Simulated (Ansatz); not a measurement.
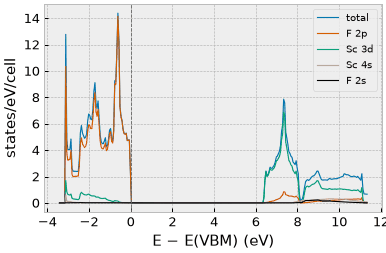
Fig. 1. Total and projected density of states of ScF$_{3}$ (ReO3 type, Pm-3m), LDA (plane waves, PAW; program Ansatz)

Q: Which orbitals carry the states next to the gap?

A: Top 1 eV of the valence band: F 2p 98 %. Bottom 1 eV of the conduction band: Sc 3d 92 %, F 2p 7 %. Projections are on Löwdin-orthogonalised atomic valence shells; empty p or d shells of many metals are not among them.

Q: Where is the tallest occupied peak in this window, and what makes it?

A: Near -0.6 eV, about 14 states/eV per cell; the largest projected share is F 2p.

The workflow started from a Materials Project entry (that database holds measured and hypothetical structures alike); the Crystallography Open Database files this formula in space group No. 221, but the cells were not matched. Whether it is the stable phase at ambient conditions was not checked. Symmetry was held in the LDA relaxation; phonons show weakly imaginary modes. The run is not spin-polarised.

Potentials: the earlier of the program's two PAW sets. The files were generated under PBE; for other functionals the program regenerates the frozen cores, and for LDA and PBEsol the local potential too.
